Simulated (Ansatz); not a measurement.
Fields on a plane of LaSF (space group P4/nmm)

```xyz
6
Lattice="4.0547 0.0000 0.0000 0.0000 4.0547 0.0000 0.0000 0.0000 6.9708" Properties=species:S:1:pos:R:3 pbc="T T T"
La     0.0000     2.0274     5.3678
La     2.0274     0.0000     1.6030
S      2.0274     0.0000     4.5425
S      0.0000     2.0274     2.4283
F      2.0274     2.0274     0.0000
F      0.0000     0.0000     0.0000
```

The slice is a (001) plane (indices of the conventional cell) through the point (0.000, 0.500, 0.348) (fractional), spanned by u = [100] and v = [010] in vectors of this cell: u (4.05 Å) and v (4.05 Å, at 90° to u). It covers one period; positions are fractions (u, v).

Atoms on it: S at (0.00, 0.00). Other atoms lie within 1 Å of the plane.

Method: r2SCAN (plane waves to 500 eV, PAW, scalar-relativistic; Ansatz, a first-principles code). k mesh 8×8×5. Inside the PAW spheres the values are not all-electron values, and peaks at nuclei hang on which shells count as valence. LaSF is run without spin polarisation. LaSF was relaxed with its symmetry unable to fall.

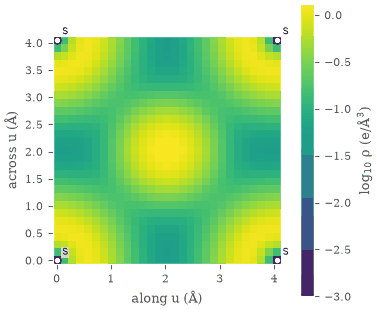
Figure. Log₁₀ of the valence density in e/Å³, one period of the plane, atoms marked. The scale is logarithmic, as a density can span decades between atoms and voids; values under 0.001 e/Å³ are set to 0.001.

```
|xxxx899998631000136899998xxx|
|xxx79999875210001257899997xx|
|xx7899998641000001468999987x|
|8899999874200000002478999998|
|9999998752100000001257899999|
|9999987531000000000135789999|
|9999875310011222110013578999|
|9988753111124454421111357889|
|8876421012356777653210124678|
|6654210013578888875310012456|
|4321000125789999987521000123|
|1110000146899999998641000011|
|0000000247899999998742000000|
|0000000257899999998752000000|
|0000000247899999998742000000|
|1110000146899999998641000011|
|4321000125789999987521000123|
|6654210013578888875310012456|
|8876421012356777653210124678|
|9988753111124454421111357889|
|9999875310011222110013578999|
|9999987531000000000135789999|
|9999998752100000001257899999|
|8899999874200000002478999998|
|xx7899998641000001468999987x|
|xxx79999875210001257899997xx|
|xxxx899998631000136899998xxx|
|xxxx899998641000146899998xxx|
```
Scale: ten equal steps from 0.03 (start of '0') to 0.87 (end of '9'), in the order '0123456789'. Values: electron localisation function (ELF). The map has 28 points along u (one character each, u = 0 at the left) and 28 along v (v = 0 in the bottom row). Points within 0.5 Å of a nucleus are blanked (x), as the pseudised field means little there.
